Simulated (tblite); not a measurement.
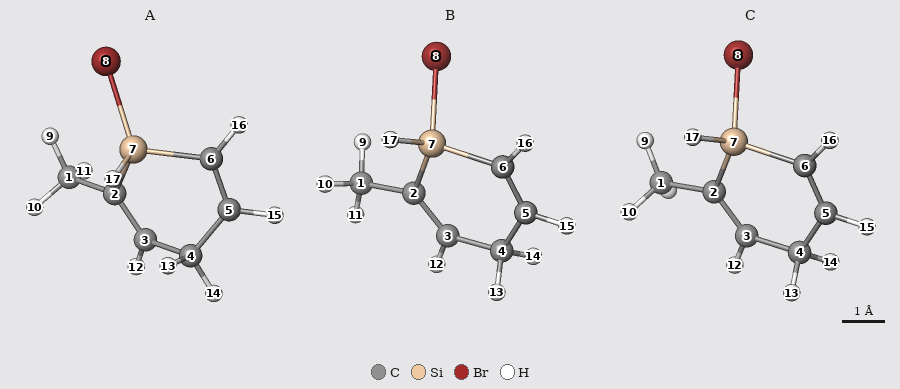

3 geometries from one relaxation of C6H9BrSi, in shuffled order. A ball-and-stick model, seen at a tilt.

All numbers below come from tblite 0.8.0, GFN2-xTB geometry optimisation, gas phase. 

Q: Order the frames from highest to lowest energy.

A: A, C, B. They are steps 0, 63, 137, at +8.46 kcal/mol, +1.15 kcal/mol relative to the last. H11 moves most after the best rigid fit: 1.33 Å. By element the largest moves are H 1.33 Å, Br 1.03 Å, C 0.51 Å, Si 0.16 Å. Among the contacts that change: C1–H9 1.125 → 1.090 Å, Si7–Br8 2.211 → 2.243 Å, C4–H14 1.116 → 1.098 Å, C6–Si7 1.879 → 1.861 Å. Among the angles between lasting bonds that change: Br8–Si7–H17 114.7° → 103.6°, C6–Si7–H17 104.1° → 115.0°, C4–C5–H15 122.4° → 113.1°. Groups turn about C1–C2 by about 60°, C3–C4 by about 45°, C4–C5 by about 45°. After 137 geometry steps the energy has fallen by 8.46 kcal/mol. The run took 1.3 s on 1 thread of Arm Neoverse V1, with other jobs on the host.
